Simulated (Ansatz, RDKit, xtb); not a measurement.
# C8H5F: ranking a sample of isomers

A sample of isomers of C8H5F is drawn. Aim: find which of them has the lowest free energy at 298.15 K, then its properties. The sample is small against all isomers, and the most stable one of this formula need not be in it.

Plan: many cheap relaxations first (GFN2-xTB), then density-functional screening, relaxation at r2SCAN-D4/def2-SVP, vibrations (at GFN2-xTB) and a final energy. The numbers are computed, not measured.

## 1. Candidates

Isomers were taken from a list of plausible structures; this is a sample, not all of them. That gives 14 candidates.

```
label                                         SMILES     spin
 c035  C#C[C@@]12[C@H]3[C@H]4[C@@H]1[C@@]4(F)[C@H]32  singlet
 c040                             C#CC#C[C@H](C#C)CF  singlet
 c051                             C#CC#CC[C@H](F)C#C  singlet
 c077                              C#CC1=CC=C(F)C1=C  singlet
 c105                    C#CC1=C(F)[C@@H]2C=C[C@H]12  singlet
 c279                              C#C/C=C1\C=CC=C1F  singlet
 c412                            C#C/C=C1/C=CC(F)=C1  singlet
 c636                                 C#Cc1ccc(F)cc1  singlet
 c647                              C#C/C=C(\F)C#CC=C  singlet
 c655                    C#CC1=C[C@@]2(F)C=C[C@@H]12  singlet
 c726                            C#C/C=C1\C=C(F)C1=C  singlet
 c749                                   C#CC#CCC#CCF  singlet
 c781                             C#C/C=C(\F)C=C=C=C  singlet
 c792                           C=c1cc2/c(=C\F)cc1-2  singlet
```

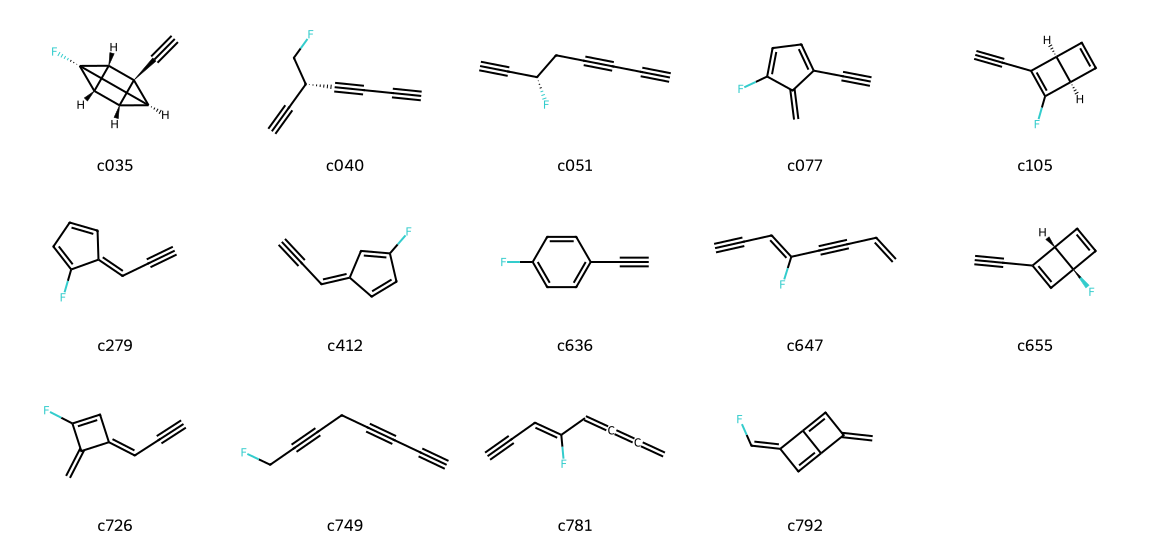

Structural formulas of the candidates.

Candidates are built by distance geometry, with a force field where one applies, in up to four conformers (letters a to d).

**Question.** With final energies at CCSD(T)/def2-SVP + MP2/def2-TZVPP - MP2/def2-SVP, which structure will this search put lowest in free energy, and by what margin?

| quantity | value |
| --- | --- |
| lowest structure found | C#Cc1ccc(F)cc1, singlet |
| next finalist | C#C/C=C1/C=CC(F)=C1, singlet, 30.5 kcal/mol higher in G |
| share at equilibrium, among the finalists | 100.0 % |

The search ends on `C#Cc1ccc(F)cc1`. Among the finalists first place is clear (30.5 kcal/mol); structures outside the list aren't covered. GFN2-xTB, HF/STO-3G, r2SCAN-D4/def2-SVP, r2SCAN-D4/def2-SVP, relaxed, HF/def2-SVP and MP2/def2-SVP already put its bonding pattern lowest among the structures in one piece. Lowest found is not proven lowest: the search is finite, and each finalist counts with one conformer. Only 14 drawn patterns were tried, so whole families of isomers are missing, and the result ranks this sample alone.
